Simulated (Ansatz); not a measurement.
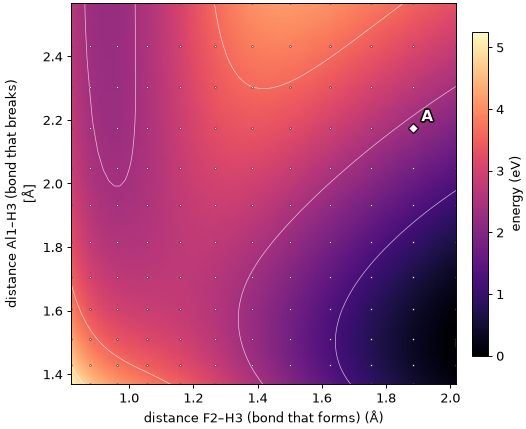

The reacting system AlFH2 (fragments AlFH₂ where the first distance is long, AlH + FH where the second is long). The first coordinate is: distance F2–H3 (bond that forms); the second: distance Al1–H3 (bond that breaks). Relaxed at each point: all other coordinates. The grid has 12 × 12 points. Points are written as (first, second). All energies are given in eV relative to the lowest grid point. The reference is spin-restricted, so regions where a bond is pulled apart into radicals lie too high. All numbers below come from Ansatz 0.2.0, RKS CAM-B3LYP-D4/def2-TZVP.

In the figure: a smooth colour map with a few white contour lines, dots at the grid points, the point A. Between grid points the surface is interpolated.

Q: Is A at rest? If not, where is it pushed?

A: A, at (1.884 Å, 2.174 Å), is not a stationary point. The computed force is 2.6 eV for each Å towards larger values of the first coordinate and 3.6 eV for each Å towards smaller values of the second coordinate.
